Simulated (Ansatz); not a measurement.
# CH2F: ladder of basis sets

How does the energy of CH2F converge with the basis? Aim: a ladder of basis sets, for CH2F, run from a script. SMILES: [CH2]F.

All numbers are computed with Ansatz 0.2.0, driven from Python. The levels of theory stand in the script.

## Step 1: The structure

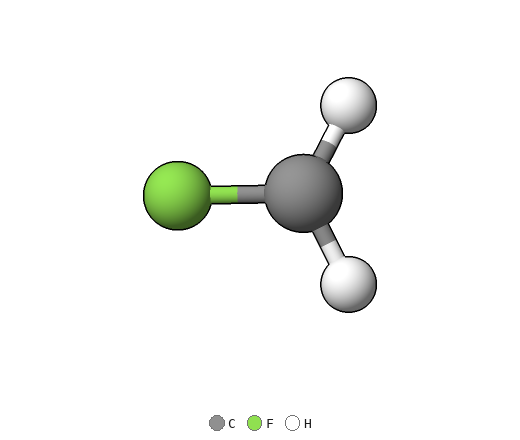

The structure that the script starts from, seen from a chosen angle (carbon grey, fluorine green, hydrogen white).

The script holds or builds the structure itself.

## Step 2: Script

Contents of basis_ch2f.py:

```python
# -*- coding: utf-8 -*-
"""How the energy of CH2F converges with the basis."""

import warnings

import ansatz as az

METHOD = "mp2"

GEOMETRY = """
C    -0.04375   -0.05860   -0.10616
F     0.95260    0.69363    0.35806
H    -0.93960    0.47003   -0.36083
H     0.03074   -1.10506    0.10892
"""


def main():
    warnings.simplefilter("ignore", az.DeckWarning)

    geometry = az.Crystal.molecule()
    for line in GEOMETRY.strip().splitlines():
        symbol, *xyz = line.split()
        geometry = geometry.atom(symbol, [float(v) for v in xyz])

    calc = (
        geometry.calculation()
        .correlation(METHOD)
        .spin("collinear", total=1)
        .scf(lower_state_search="light")
    )

    energies = {}
    for basis in ["cc-pVDZ", "cc-pVTZ"]:
        report = calc.basis(gaussian=basis).run().report
        size = report["n_frozen"] + report["n_occupied"][0] + report["n_virtual"][0]
        energies[basis] = (report["reference_energy_ev"] / 27.211386246, report["free_energy_ev"] / 27.211386246)
        print(f"{basis:14s} {size:4d} orbitals  reference {energies[basis][0]:14.6f} Ha  total {energies[basis][1]:14.6f} Ha")

    # correlation energy at the basis limit from E(X) = E + A / X^3
    small, large = (energies[b][1] - energies[b][0] for b in ("cc-pVDZ", "cc-pVTZ"))
    limit = (3 ** 3 * large - 2 ** 3 * small) / (3 ** 3 - 2 ** 3)
    print(f"correlation energy: {small:.6f} and {large:.6f} Ha, extrapolated {limit:.6f} Ha")
    print(f"share caught by the larger set: {100 * large / limit:.1f} %")


if __name__ == "__main__":
    main()
```

## Step 3: What the engine is handed

The engine receives this input (first run):

```yaml
crystal:
  periodic: [false, false, false]
  atoms:
    - { symbol: C, position_ang: [-0.04375, -0.0586, -0.10616] }
    - { symbol: F, position_ang: [0.9526, 0.69363, 0.35806] }
    - { symbol: H, position_ang: [-0.9396, 0.47003, -0.36083] }
    - { symbol: H, position_ang: [0.03074, -1.10506, 0.10892] }
basis:
  gaussian:
    orbitals: cc-pVDZ
magnetization:
  spin_polarized: true
  initial_magnetization: 1.0
correlation:
  method: mp2
scf:
  lower_state_search: light
```

## Step 4: The run

Launch:

```
python basis_ch2f.py
```

Standard output:

```text
cc-pVDZ          38 orbitals  reference    -138.412067 Ha  total    -138.715976 Ha
cc-pVTZ          88 orbitals  reference    -138.460864 Ha  total    -138.858777 Ha
correlation energy: -0.303909 and -0.397913 Ha, extrapolated -0.437494 Ha
share caught by the larger set: 91.0 %
```

It took 1.2 s on 1 thread of Arm Neoverse V1, shared host; peak memory 0.17 GiB.

## Step 5: Inputs of later runs

The engine's inputs for the other runs:

Run 2, against run 1:

```diff
@@ -10 +10 @@
-    orbitals: cc-pVDZ
+    orbitals: cc-pVTZ
```

## Step 6: The engine's runs

From the records of these 2 runs:

| run | basis | energy (eV) | <S²> | iterations in all | CPU time (s) |
| --- | --- | --- | --- | --- | --- |
| 1 | cc-pVDZ | -3774.6540 | 0.76 | 14 | 0.16 |
| 2 | cc-pVTZ | -3778.5398 | 0.76 | 12 | 0.56 |

Correlation energies (total less mean field):

```csv
basis,correlation (eV),share of the last,miss against the last (eV),CPU time (s)
cc-pVDZ,-8.270,76.4 %,+2.558,0.16
cc-pVTZ,-10.828,100.0 %,+0.000,0.56
```

## Step 7: What came out

| quantity | value |
| --- | --- |
| extrapolated correlation energy | -0.437494 Ha |
| runs compared | 2 |
| correlation energy, last run | -10.828 eV |

**Reading.** Against cc-pVDZ: cc-pVTZ -142.8 mHa. The last step alone is -142.80 mHa. The geometry is a force-field or estimated start, not a minimum of this method, and the last set is no limit. Much of the fall in a total is atomic energy, which cancels in bond and reaction energies. The species is open-shell (spin multiplicity 2). Inner cores stay frozen, so this is valence correlation. An extrapolation from small basis sets is rough.
